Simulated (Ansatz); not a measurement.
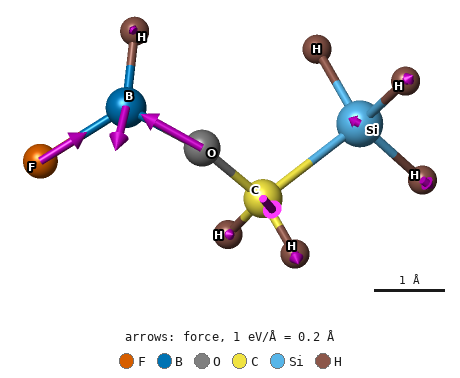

Starting geometry of CH6BFOSi (coarse preliminary run) with the computed forces as purple arrows. Style: ball-and-stick. Shown at a tilt.

The start comes from a force field.

Computed with RKS PBE-D4/def2-SVP in Ansatz 0.2.0. (force threshold 0.03 eV/Å; at most 200 steps)

What follows when this structure is relaxed?

It isn't relaxed: the largest force vector, on the O atom, is 5.08 eV/Å. The final displacements have little in common with the starting forces (cosine between the two patterns 0.21). Over 17 accepted moves (18 points after the start) the energy falls by 123.5 kJ/mol. Largest force component: 4.2 eV/Å at the start, 0.018 eV/Å at the end. The line search rejected the trial step at point 10 of the run. An H atom moves most after the best rigid fit: 1.54 Å. By element the largest moves are H 1.54 Å, F 1.15 Å, O 0.29 Å, B 0.18 Å, Si 0.15 Å, C 0.08 Å. Some distances before and after: B–F 1.464 → 1.343 Å, B–O 1.462 → 1.353 Å, C–O 1.353 → 1.437 Å, H–Si 1.445 → 1.505 Å. Bond angles that change, for instance: B–O–C 114.8° → 122.7°, O–C–H 113.0° → 107.7°, C–Si–H 106.2° → 110.0°. Groups turn about B–O by about 90°.
